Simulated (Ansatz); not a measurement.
# Cl3H2O2Ta: what the fields show

```yaml
atoms:
  - { symbol: O, position_ang: [1.6659, -0.1657, -0.4828] }
  - { symbol: Ta, position_ang: [-0.1663, 0.2068, -0.3342] }
  - { symbol: O, position_ang: [-0.3199, -0.9320, 1.1646] }
  - { symbol: Cl, position_ang: [-1.5318, -1.1191, -1.6145] }
  - { symbol: Cl, position_ang: [-0.0049, 1.8205, -2.0117] }
  - { symbol: Cl, position_ang: [-0.9743, 1.8873, 1.0605] }
  - { symbol: H, position_ang: [2.1242, -0.7556, 0.1227] }
  - { symbol: H, position_ang: [-0.7005, -0.9993, 2.0395] }
```

Geometry: PBE0-D4/def2-TZVP; core potentials replace the inner electrons of Ta.

The calculation used RKS PBE0-D4/def2-TZVPP in Ansatz.

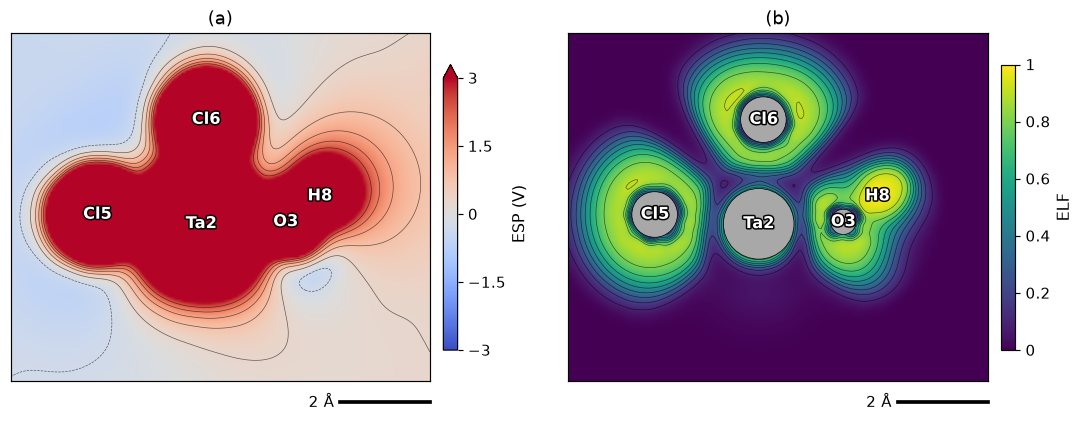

Figure 1. (a) molecular electrostatic potential; (b) electron localisation function on the plane of atoms O3, Ta2 and Cl6. Grey discs cover the atomic cores in the ELF map.

Read the bonding off the picture.

- Atoms in the plane: Ta, O, Cl and H.
- Ta–O (1.89 Å): the ELF peaks at about 0.85 in the valence shell of O, 0.5 Å from its nucleus, and drops to about 0.25 between the two atoms.
- O–H (0.96 Å): the ELF climbs to about 1 towards the hydrogen, as it does in any bond to H; a covalent bond by its length.
- Outside the dense part of the molecule the potential is most negative (−0.7 V) near Cl5.

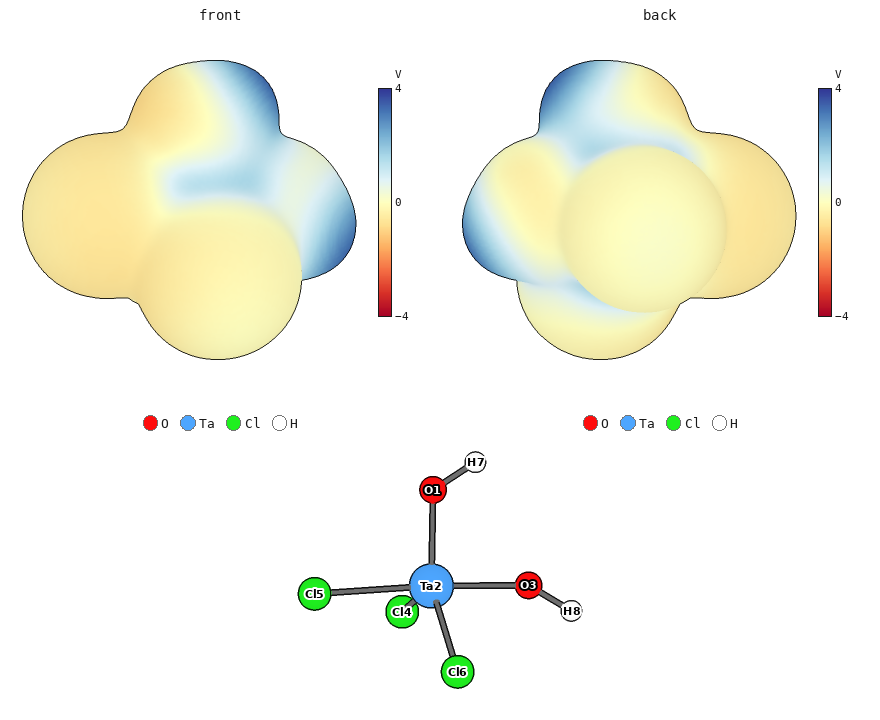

Figure 2. The electrostatic potential painted on the density surface at 0.002 e/bohr³, seen from the front and from behind; the colour scale runs from red (negative) to blue (positive). The bare structure is drawn below in the same view.

Describe the electrostatic potential map.

The most negative region (about −0.8 V, or −18 kcal/mol for a unit charge) lies over O1, the most positive (about +3.3 V, or +76 kcal/mol for a unit charge) over H7 and H8.

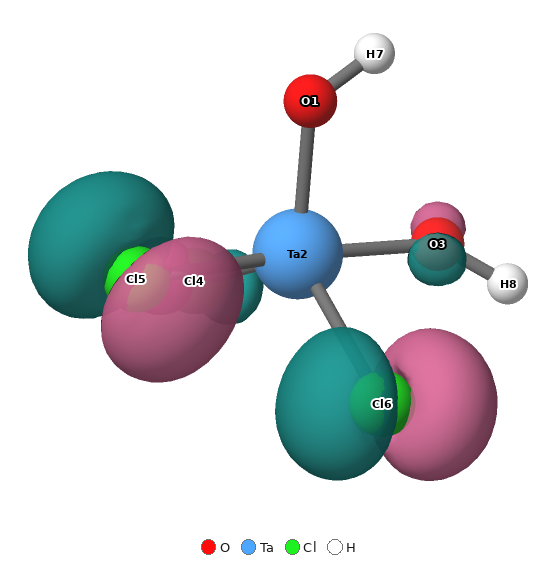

Figure 3. The HOMO at ±0.15 Å⁻³ᐟ² (teal and pink are the two phases), seen at a tilt.

Describe this orbital and give its energy.

By Hirshfeld shares it lies mainly on Cl5 (about 45 %), Cl6 (about 40 %) and Cl4 (about 5 %); largely a combination of lone pairs on Cl5, Cl6 and Cl4. Its energy is −8.60 eV.
